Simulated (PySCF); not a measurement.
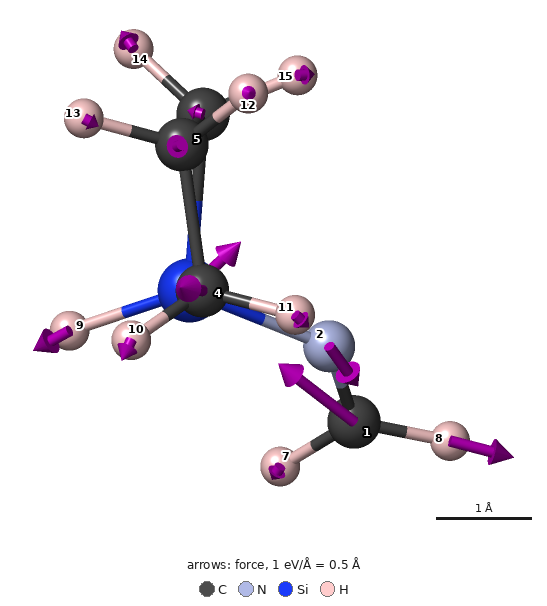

Starting geometry of C₄H₉NSi with the computed forces as purple arrows. The picture is a ball-and-stick view, seen from a free direction.

The start comes from GFN2-xTB. Its atoms were then displaced at random by about 0.01 Å.

The calculation used PBE0-D3(BJ)/def2-SVP geometry optimisation, gas phase in PySCF 2.14.0, density-fitted response routines. 

Q: Is this structure relaxed? If not, where do the atoms go?

A: It isn't relaxed: the largest force vector, on a C atom, is 2.30 eV/Å. The final displacements have little in common with the starting forces (cosine between the two patterns 0.10). The largest move after the best rigid fit is that of an H atom, 0.49 Å. Largest moves by element: H 0.49 Å, Si 0.23 Å, N 0.17 Å, C 0.16 Å. Among the contacts that change: H–Si 1.450 → 1.505 Å, C–H 1.066 → 1.107 Å, N–Si 1.734 → 1.758 Å, C–Si 1.863 → 1.886 Å. Bond angles that change, for instance: C–N–Si 134.0° → 124.9°, N–Si–H 118.5° → 110.8°, Si–C–H 116.6° → 109.5°. The energy falls by 0.240 eV in 12 geometry steps.
